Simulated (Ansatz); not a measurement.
# Geometry relaxation of GeHCl₄F

GeHCl₄F, computed with RKS B3LYP/def2-SVP (Ansatz 0.2.0).

The input holds or restrains some coordinates. It belongs to a series of runs on one base structure; here: pulled along the bonds that form and break, towards end A.

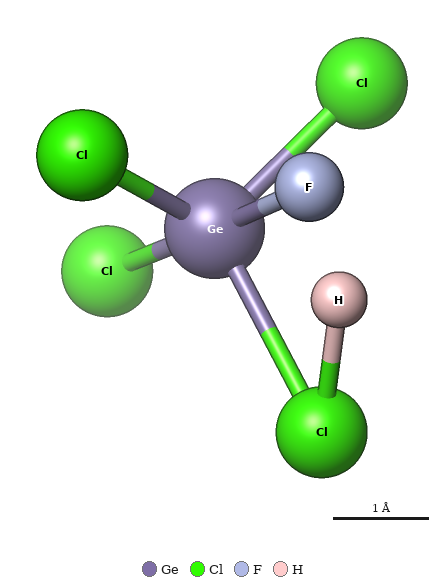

The starting structure (ball-and-stick view, seen at a tilt). Sticks mark near contacts.

Input file
```yaml
crystal:
  periodic: [false, false, false]
  atoms:
    - { symbol: Ge, position_ang: [0.0, 0.0, 0.0] }
    - { symbol: Cl, position_ang: [0.0, 0.0, 2.57] }
    - { symbol: Cl, position_ang: [2.0935, 0.0, -0.7393] }
    - { symbol: Cl, position_ang: [-1.0456, 1.8115, -0.7393] }
    - { symbol: Cl, position_ang: [-1.0456, -1.8115, -0.7393] }
    - { symbol: F, position_ang: [-1.879, 0.0, 0.6243] }
    - { symbol: H, position_ang: [-1.4051, 0.0, 1.7575] }
basis:
  gaussian: { orbitals: def2-SVP }
hamiltonian:
  xc: b3lyp
relax:
  f_tol: 0.15
  max_steps: 25
  restrain:
    - { distance: [0, 5], at: 2.88, k: 30.0 }
    - { distance: [6, 1], at: 2.57, k: 30.0 }
    - { distance: [0, 1], at: 2.22, k: 30.0 }
    - { distance: [6, 5], at: 0.92, k: 30.0 }
output:
  orbitals: {}
```

Machine: 4 threads of Arm Neoverse V1, 24 GiB of memory available, shared host.

Run as:
```bash
ansatz run input.yaml --threads 4 --pin off --max-ram 5120MiB --backend cpu --events-out ev --progress --plain --runs-dir out
```

What the program printed
```
The last accepted step is kept in [file] (removed where the run ends without a failure and the disk answers)
Engine: ansatz 0.2.0, aarch64-unknown-linux-gnu
Functional definition: B3LYP
  parameter a0 = 0.2
  parameter ax = 0.72
  parameter ac = 0.81
  exchange = (1 - a0 - ax)*slater_x + ax*b88_x + a0*exact_x
  correlation = (1 - ac)*vwn_rpa_c + ac*lyp_c
1210 factors; integrals over basis functions are off by at most 3.2e-4 eV
mean field evaluation 1: about -109318.1124 eV, gradient 4.2e1 eV
mean field evaluation 2: about -109309.8194 eV, gradient 8.1e1 eV
mean field evaluation 4: about -109321.5002 eV, gradient 3.7e0 eV
mean field evaluation 8: about -109321.5459 eV, gradient 3.0e-2 eV
mean field evaluation 16: about -109321.5459 eV, gradient 1.7e-5 eV
mean field -109321.54590147 eV, -4017.4927110738 hartree, gradient 1.7e-5 eV, S^2 0.000000; 0 other end points of the search recorded, 0 dependent functions left out
the calculation of the forces begins
reference -109321.54614949 eV, -4017.4927201882 hartree; 55, 55 occupied and 68, 68 virtual orbitals, 1210 factors
relax step   1: F+E_penalty+E_count = -109321.54590147 eV  Δ(F+E_penalty+E_count) = +0.000e0 eV  max|allowed force component| = 4.740e0 eV/Å  E_restraint = 28.86251947 eV  max|allowed force component, restraints' pulls added| = 2.894e1 eV/Å  Δτ_max = 0.0000 Å  (31 SCF iters, accepted)
  distance Ge 0 - F 5 = 1.9800 Å
  distance H 6 - Cl 1 = 1.6231 Å
  distance Ge 0 - Cl 1 = 2.5700 Å
  distance H 6 - F 5 = 1.2283 Å
these checks for a lower state are left out or cut short: starts, cluster_reference, orbital_swaps, neighbouring_geometries, increment
1210 factors; integrals over basis functions are off by at most 3.7e-4 eV
mean field -109322.36174903 eV, -4017.5226929188 hartree, gradient 1.0e-5 eV, S^2 0.000000; 0 other end points of the search recorded, 0 dependent functions left out
the calculation of the forces begins
reference -109322.36199693 eV, -4017.5227020288 hartree; 55, 55 occupied and 68, 68 virtual orbitals, 1210 factors
relax step   2: F+E_penalty+E_count = -109322.36174903 eV  Δ(F+E_penalty+E_count) = -8.158e-1 eV  max|allowed force component| = 4.337e0 eV/Å  E_restraint = 13.13600370 eV  max|allowed force component, restraints' pulls added| = 2.021e1 eV/Å  Δτ_max = 0.1948 Å  (36 SCF iters, accepted)
  distance Ge 0 - F 5 = 2.2570 Å
  distance H 6 - Cl 1 = 1.9458 Å
  distance Ge 0 - Cl 1 = 2.5035 Å
  distance H 6 - F 5 = 1.0527 Å
these checks for a lower state are left out or cut short: starts, cluster_reference, orbital_swaps, neighbouring_geometries, increment
1210 factors; integrals over basis functions are off by at most 4.1e-4 eV
mean field evaluation 32: about -109322.7051 eV, gradient 1.9e-4 eV
mean field -109322.70505091 eV, -4017.5353090300 hartree, gradient 1.1e-5 eV, S^2 0.000000; 0 other end points of the search recorded, 0 dependent functions left out
the calculation of the forces begins
reference -109322.70529755 eV, -4017.5353180938 hartree; 55, 55 occupied and 68, 68 virtual orbitals, 1210 factors
relax step   3: F+E_penalty+E_count = -109322.70505091 eV  Δ(F+E_penalty+E_count) = -3.433e-1 eV  max|allowed force component| = 3.762e0 eV/Å  E_restraint = 4.01583089 eV  max|allowed force component, restraints' pulls added| = 1.237e1 eV/Å  Δτ_max = 0.1946 Å  (36 SCF iters, accepted)
  distance Ge 0 - F 5 = 2.5214 Å
  distance H 6 - Cl 1 = 2.2471 Å
  distance Ge 0 - Cl 1 = 2.4056 Å
  distance H 6 - F 5 = 0.8993 Å
these checks for a lower state are left out or cut short: starts, cluster_reference, orbital_swaps, neighbouring_geometries, increment
1210 factors; integrals over basis functions are off by at most 4.4e-4 eV
mean field -109323.22673792 eV, -4017.5544806742 hartree, gradient 7.5e-6 eV, S^2 0.000000; 0 other end points of the search recorded, 0 dependent functions left out
the calculation of the forces begins
reference -109323.22698536 eV, -4017.5544897673 hartree; 55, 55 occupied and 68, 68 virtual orbitals, 1210 factors
relax step   4: F+E_penalty+E_count = -109323.22673792 eV  Δ(F+E_penalty+E_count) = -5.217e-1 eV  max|allowed force component| = 2.974e0 eV/Å  E_restraint = 0.47088328 eV  max|allowed force component, restraints' pulls added| = 5.657e0 eV/Å  Δτ_max = 0.1945 Å  (31 SCF iters, accepted)
  distance Ge 0 - F 5 = 2.7499 Å
  distance H 6 - Cl 1 = 2.4679 Å
  distance Ge 0 - Cl 1 = 2.2791 Å
  distance H 6 - F 5 = 0.8971 Å
these checks for a lower state are left out or cut short: starts, cluster_reference, orbital_swaps, neighbouring_geometries, increment
1210 factors; integrals over basis functions are off by at most 4.3e-4 eV
mean field -109323.93191948 eV, -4017.5803956183 hartree, gradient 1.5e-5 eV, S^2 0.000000; 0 other end points of the search recorded, 0 dependent functions left out
the calculation of the forces begins
reference -109323.93216362 eV, -4017.5804045904 hartree; 55, 55 occupied and 68, 68 virtual orbitals, 1210 factors
relax step   5: F+E_penalty+E_count = -109323.93191948 eV  Δ(F+E_penalty+E_count) = -7.052e-1 eV  max|allowed force component| = 6.866e-1 eV/Å  E_restraint = 0.00560075 eV  max|allowed force component, restraints' pulls added| = 9.339e-1 eV/Å  Δτ_max = 0.1942 Å  (29 SCF iters, accepted)
  distance Ge 0 - F 5 = 2.8874 Å
  distance H 6 - Cl 1 = 2.5819 Å
  distance Ge 0 - Cl 1 = 2.2067 Å
  distance H 6 - F 5 = 0.9189 Å
these checks for a lower state are left out or cut short: starts, cluster_reference, orbital_swaps, neighbouring_geometries, increment
1211 factors; integrals over basis functions are off by at most 4.2e-4 eV
mean field -109324.06318667 eV, -4017.5852195987 hartree, gradient 9.5e-6 eV, S^2 0.000000; 0 other end points of the search recorded, 0 dependent functions left out
the calculation of the forces begins
reference -109324.06343011 eV, -4017.5852285447 hartree; 55, 55 occupied and 68, 68 virtual orbitals, 1211 factors
relax step   6: F+E_penalty+E_count = -109324.06318667 eV  Δ(F+E_penalty+E_count) = -1.313e-1 eV  max|allowed force component| = 4.720e-1 eV/Å  E_restraint = 0.00586974 eV  max|allowed force component, restraints' pulls added| = 2.743e-1 eV/Å  Δτ_max = 0.1908 Å  (29 SCF iters, accepted)
  distance Ge 0 - F 5 = 2.8898 Å
  distance H 6 - Cl 1 = 2.5615 Å
  distance Ge 0 - Cl 1 = 2.2054 Å
  distance H 6 - F 5 = 0.9233 Å
these checks for a lower state are left out or cut short: starts, cluster_reference, orbital_swaps, neighbouring_geometries, increment
1211 factors; integrals over basis functions are off by at most 4.2e-4 eV
mean field evaluation 64: about -109324.0724 eV, gradient 1.1e-5 eV
mean field -109324.07243663 eV, -4017.5855595283 hartree, gradient 1.0e-5 eV, S^2 0.000000; 0 other end points of the search recorded, 0 dependent functions left out
the calculation of the forces begins
reference -109324.07267993 eV, -4017.5855684696 hartree; 55, 55 occupied and 68, 68 virtual orbitals, 1211 factors
relax step   7: F+E_penalty+E_count = -109324.07243663 eV  Δ(F+E_penalty+E_count) = -9.250e-3 eV  max|allowed force component| = 4.583e-1 eV/Å  E_restraint = 0.00807039 eV  max|allowed force component, restraints' pulls added| = 3.913e-1 eV/Å  Δτ_max = 0.0693 Å  (29 SCF iters, accepted)
  distance Ge 0 - F 5 = 2.8929 Å
  distance H 6 - Cl 1 = 2.5787 Å
  distance Ge 0 - Cl 1 = 2.2044 Å
  distance H 6 - F 5 = 0.9272 Å
these checks for a lower state are left out or cut short: starts, cluster_reference, orbital_swaps, neighbouring_geometries, increment
1211 factors; integrals over basis functions are off by at most 4.2e-4 eV
mean field -109324.07384541 eV, -4017.5856112999 hartree, gradient 1.1e-5 eV, S^2 0.000000; 0 other end points of the search recorded, 0 dependent functions left out
the calculation of the forces begins
reference -109324.07408863 eV, -4017.5856202384 hartree; 55, 55 occupied and 68, 68 virtual orbitals, 1211 factors
relax step   8: F+E_penalty+E_count = -109324.07384541 eV  Δ(F+E_penalty+E_count) = -1.409e-3 eV  max|allowed force component| = 4.622e-1 eV/Å  E_restraint = 0.00504507 eV  max|allowed force component, restraints' pulls added| = 5.333e-2 eV/Å  Δτ_max = 0.0203 Å  (31 SCF iters, accepted)
```

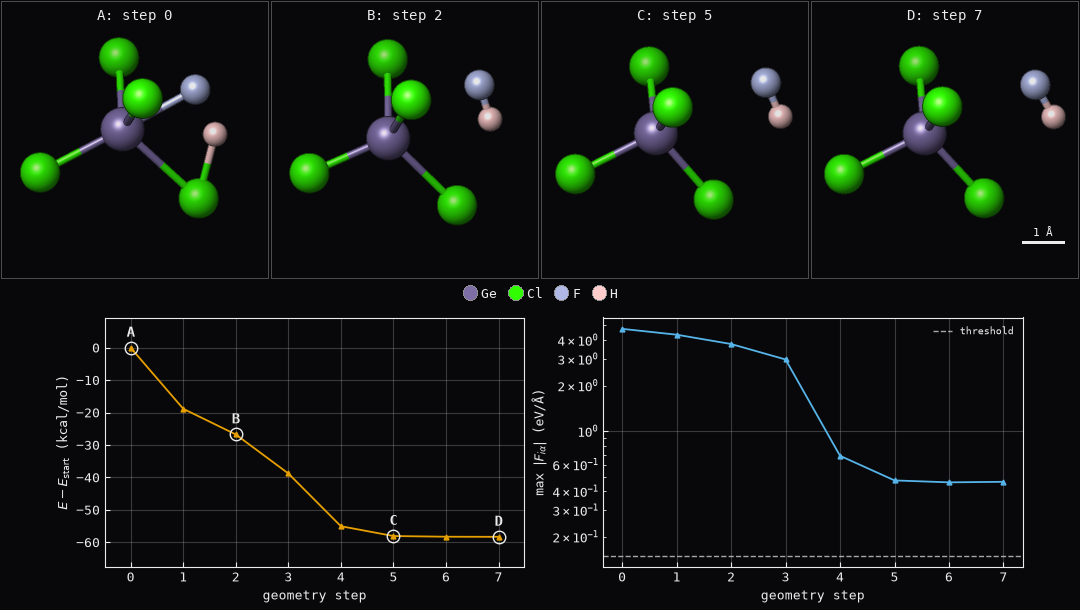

Frames of the restrained relaxation (ball-and-stick view, seen at a tilt) above the curves, on which the letters mark them (the first geometry is step 0 here and step 1 in the log).

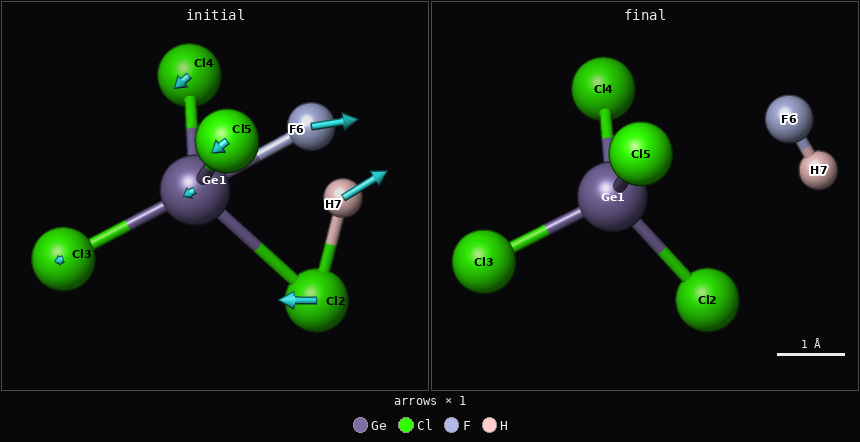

Before (left) and after (right) the restrained relaxation, at one scale (ball-and-stick view, seen at a tilt). The teal arrows give the displacements, at true length. After 7 geometry steps the energy has fallen by 58.3 kcal/mol. Largest force component: 4.7 eV/Å at the start, 0.46 eV/Å at the end. The largest move after the best rigid fit is that of H7, 0.79 Å. By element the largest moves are H 0.79 Å, F 0.73 Å, Cl 0.59 Å, Ge 0.21 Å. Among the contacts that change: Cl2–H7 1.623 → 2.567 Å, Ge1–F6 1.980 → 2.887 Å, Ge1–Cl2 2.570 → 2.205 Å, F6–H7 1.228 → 0.926 Å. New bonds form: F6–H7 (1.23 → 0.93 Å). Bonds break: Ge1–F6 (1.98 → 2.89 Å). Among the angles that change: Cl2–Ge1–Cl3 109.5° → 105.3°, Cl4–Ge1–Cl5 109.5° → 113.7°, Cl3–Ge1–Cl4 109.5° → 107.2°. (Atoms are counted from 1 in the order of the input.)

```
  distance Ge 0 - F 5 = 2.8871 Å
  distance H 6 - Cl 1 = 2.5666 Å
  distance Ge 0 - Cl 1 = 2.2045 Å
  distance H 6 - F 5 = 0.9258 Å
1211 factors; integrals over basis functions are off by at most 4.2e-4 eV
mean field -109324.07384541 eV, -4017.5856112999 hartree, gradient 1.1e-5 eV, S^2 0.000000; 1 other end points of the search recorded, 0 dependent functions left out
the calculation of the forces begins
reference -109324.07408863 eV, -4017.5856202384 hartree; 55, 55 occupied and 68, 68 virtual orbitals, 1211 factors
Total energy: -109324.07408863 eV, -4017.5856202384 hartree
Atom 0 at     0.209900     0.000050    -0.054302 Å, force     0.173772     0.000015     0.377810 eV/Å
Atom 1 at     0.346290     0.000080     2.145994 Å, force    -0.078503    -0.000004    -0.462152 eV/Å
Atom 2 at     2.248712     0.000006    -0.749340 Å, force     0.010057    -0.000002     0.010926 eV/Å
Atom 3 at    -0.705967     1.791763    -0.784322 Å, force     0.008303     0.006381    -0.005086 eV/Å
Atom 4 at    -0.706005    -1.791704    -0.784178 Å, force     0.008308    -0.006425    -0.005153 eV/Å
Atom 5 at    -2.463960     0.000082     1.034758 Å, force    -0.254092     0.000059    -0.106341 eV/Å
Atom 6 at    -2.210770    -0.000277     1.925290 Å, force     0.132155    -0.000024     0.189995 eV/Å
Dipole moment:    -0.070000    -0.000107     0.278262 e Å
```

Trajectory as extended XYZ (Å, eV, eV/Å), 8 frames, from step=1 to step=8
```
7
Properties=species:S:1:pos:R:3:forces:R:3 step=1 energy=-109321.54590
Ge    0.0000    0.0000    0.0000   -1.1192   0.0000  -1.0447
Cl    0.0000    0.0000    2.5700   -0.0977   0.0000  -1.3874
Cl    2.0935    0.0000   -0.7393   -0.8450   0.0000   0.6402
Cl   -1.0456    1.8115   -0.7393    1.7431   0.7501  -0.7707
Cl   -1.0456   -1.8115   -0.7393    1.7431  -0.7501  -0.7707
F    -1.8790    0.0000    0.6243   -0.6431   0.0000   4.7402
H    -1.4051    0.0000    1.7575   -0.7812   0.0000  -1.4070
7
Properties=species:S:1:pos:R:3:forces:R:3 step=2 energy=-109322.36175
Ge    0.1099    0.0000    0.0373   -2.2103   0.0000  -0.1734
Cl    0.1616    0.0000    2.5403    0.0298   0.0000  -2.0365
Cl    2.1004    0.0000   -0.7363    0.1497   0.0000   0.1960
Cl   -1.0189    1.8096   -0.7423    1.6808  -0.2916  -0.0588
Cl   -1.0189   -1.8096   -0.7423    1.6808   0.2916  -0.0588
F    -2.0422    0.0000    0.7172    0.4047   0.0000   4.3365
H    -1.5737    0.0000    1.6599   -1.7356   0.0000  -2.2051
7
Properties=species:S:1:pos:R:3:forces:R:3 step=3 energy=-109322.70505
Ge    0.2277    0.0000    0.0776   -3.7625   0.0000   0.3241
Cl    0.3071    0.0000    2.4819   -0.0213   0.0000  -2.1135
Cl    2.1167    0.0000   -0.7395    1.4957   0.0000  -0.4093
Cl   -0.9955    1.7946   -0.7354    1.7051  -0.8115   0.3756
Cl   -0.9955   -1.7946   -0.7354    1.7051   0.8115   0.3756
F    -2.1884    0.0000    0.7987   -1.7626   0.0000  -0.8674
H    -1.7537    0.0000    1.5860    0.6405   0.0000   2.3149
7
Properties=species:S:1:pos:R:3:forces:R:3 step=4 energy=-109323.22674
Ge    0.2721    0.0000    0.1071   -2.9740   0.0000  -0.3627
Cl    0.4376    0.0000    2.3801   -0.2417   0.0000  -1.4642
Cl    2.1687    0.0000   -0.7519    1.0210   0.0000  -0.2756
Cl   -0.9392    1.7662   -0.7174    1.4544  -0.8606   0.5651
Cl   -0.9392   -1.7662   -0.7174    1.4544   0.8606   0.5651
F    -2.3792    0.0000    0.8367   -1.5269   0.0000  -1.0913
H    -1.9026    0.0000    1.5967    0.8126   0.0000   2.0635
7
Properties=species:S:1:pos:R:3:forces:R:3 step=5 energy=-109323.93192
Ge    0.2390    0.0000    0.0372   -0.6825   0.0000  -0.1615
Cl    0.4644    0.0000    2.2324   -0.3071   0.0000  -0.6022
Cl    2.2123    0.0000   -0.7660    0.2836   0.0000  -0.0793
Cl   -0.8099    1.7595   -0.6905    0.4929  -0.2021   0.1715
Cl   -0.8099   -1.7595   -0.6905    0.4929   0.2021   0.1715
F    -2.5147    0.0000    0.9055   -0.4590   0.0000  -0.1866
H    -2.0632    0.0000    1.7058    0.1793   0.0000   0.6866
7
Properties=species:S:1:pos:R:3:forces:R:3 step=6 energy=-109324.06319
Ge    0.1832    0.0000   -0.0372    0.4339   0.0013   0.2673
Cl    0.3867    0.0003    2.1588   -0.2786  -0.0008  -0.4720
Cl    2.2235    0.0000   -0.7426   -0.0226  -0.0001  -0.0030
Cl   -0.7046    1.8063   -0.7665   -0.0439  -0.0301   0.0249
Cl   -0.7043   -1.8066   -0.7662   -0.0449   0.0304   0.0261
F    -2.5077    0.0017    1.0164   -0.2139   0.0000  -0.2367
H    -2.1586   -0.0016    1.8711    0.1701  -0.0007   0.3935
7
Properties=species:S:1:pos:R:3:forces:R:3 step=7 energy=-109324.07244
Ge    0.1956    0.0001   -0.0541    0.3390  -0.0005   0.3619
Cl    0.3618    0.0001    2.1441   -0.1657   0.0001  -0.4583
Cl    2.2382    0.0000   -0.7478   -0.0072   0.0000   0.0017
Cl   -0.6929    1.8061   -0.7822   -0.0477  -0.0282   0.0056
Cl   -0.6931   -1.8060   -0.7820   -0.0473   0.0285   0.0056
F    -2.4842    0.0000    1.0356   -0.1808   0.0001  -0.0455
H    -2.2073   -0.0002    1.9204    0.1097   0.0000   0.1290
7
Properties=species:S:1:pos:R:3:forces:R:3 step=8 energy=-109324.07385
Ge    0.2099    0.0001   -0.0543    0.1738   0.0000   0.3778
Cl    0.3463    0.0001    2.1460   -0.0785   0.0000  -0.4622
Cl    2.2487    0.0000   -0.7493    0.0101   0.0000   0.0109
Cl   -0.7060    1.7918   -0.7843    0.0083   0.0064  -0.0051
Cl   -0.7060   -1.7917   -0.7842    0.0083  -0.0064  -0.0052
F    -2.4640    0.0001    1.0348   -0.2541   0.0001  -0.1063
H    -2.2108   -0.0003    1.9253    0.1322   0.0000   0.1900
```

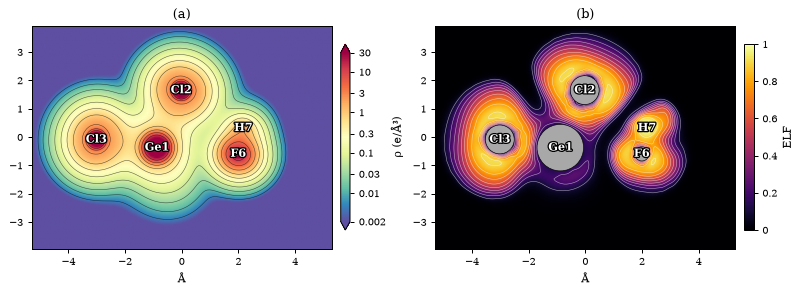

(a) electron density; (b) electron localisation function on the plane of atoms Cl2, Ge1 and Cl3. Grey discs, where drawn, cover atomic cores. The section cuts through Ge, Cl, F and H sites. Ge1···F6 (2.89 Å): ρ is about 0.09 e/Å³ halfway; the ELF is only about 0.05 between them. Ge–Cl (2.15 Å): ρ is about 0.74 e/Å³ halfway; the ELF peaks at about 0.85 in the valence shell of Cl, 0.9 Å from its nucleus, and is about 0.65 at the midpoint. Ge–Cl (2.20 Å): ρ is about 0.67 e/Å³ halfway; the ELF peaks at about 0.85 in the valence shell of Cl, 0.9 Å from its nucleus, and is about 0.65 at the midpoint.

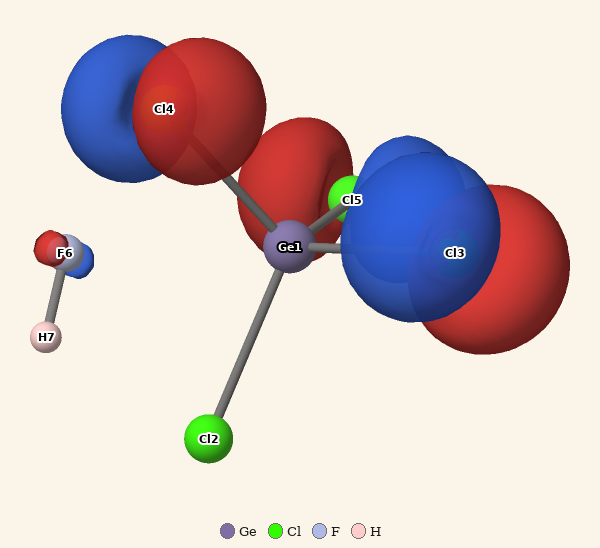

One frontier orbital at ±0.15 Å⁻³ᐟ² (blue and red are the two phases), seen at a tilt. The HOMO, at −8.92 eV.

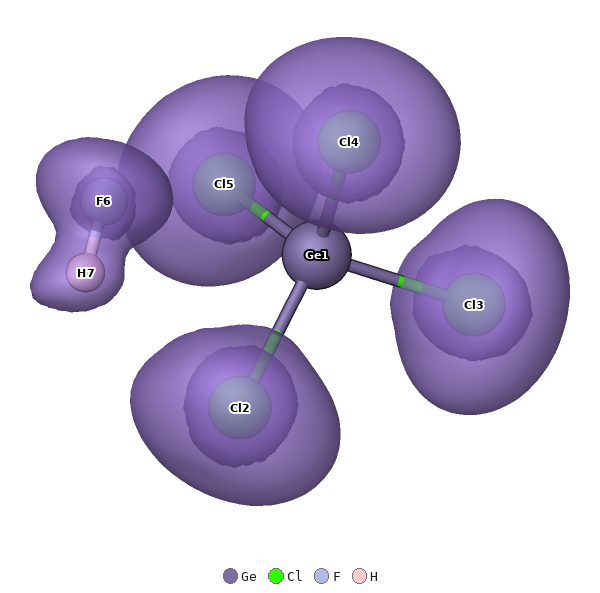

Isosurface of the electron localisation function at 0.75 (purple), seen at a tilt. Core shells and regions of very low density are left out. Profiles from the grid: Ge1···F6 (2.89 Å): the ELF is only about 0.05 between them. Ge–Cl (2.14 Å): the ELF peaks at about 0.80 in the valence shell of Cl, 0.9 Å from its nucleus, and is about 0.65 at the midpoint.

Key numbers

- outcome: converged under the restraints of the input
- total energy: −109324.0741 eV
- mean-field energy: −109324.0741 eV
- largest force (length of the vector) at the end, held atoms and coordinates included: 0.469 eV/Å
- wall time: 24 s (CPU time 89 s)
- peak memory: 0.37 GiB
